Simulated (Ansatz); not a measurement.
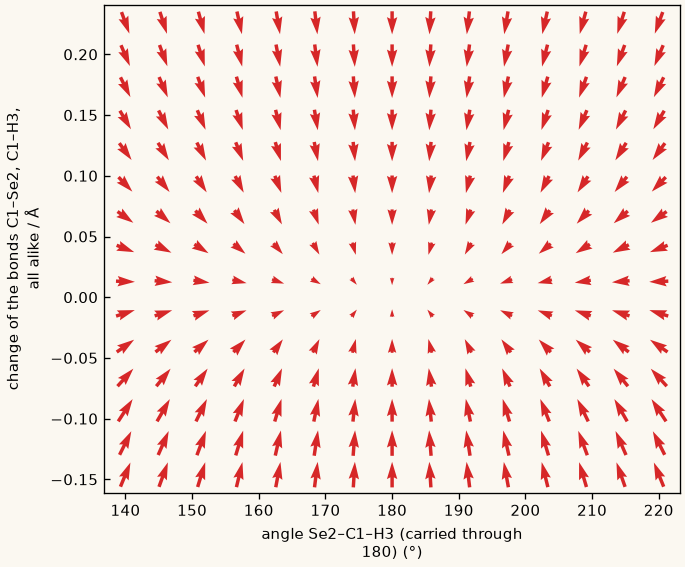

CHSe, SMILES [CH+]=[Se], charge +1. The first coordinate is: angle Se2–C1–H3 (carried through 180); the second: change of the bonds C1–Se2, C1–H3, all alike. Nothing is relaxed (all other coordinates rigid). The scan uses a 15 × 15 grid; 120 points were computed and 105 follow by symmetry. Points are written as (first, second). The calculation used RHF/def2-TZVP in Ansatz 0.2.0.

Drawn: arrows along the force (downhill), their lengths compressed.

The arrows alone are given. Where is the energy lowest?

Answer. The arrows converge at about (180°, 0.000 Å) (read from the interpolated surface).

The energy map of the same scan:

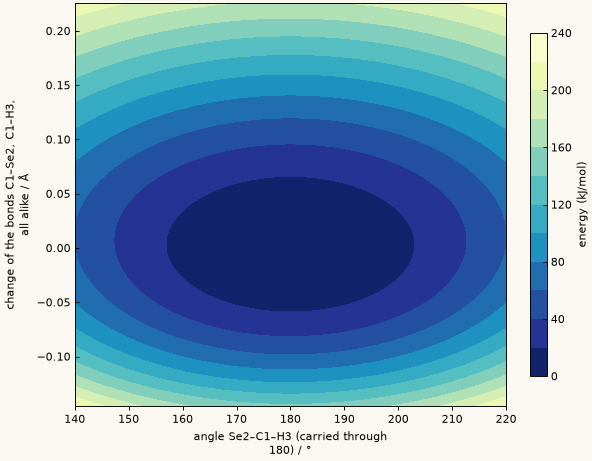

Energies are in kJ/mol, from the relaxed molecule at the same level; between grid points the surface is interpolated.
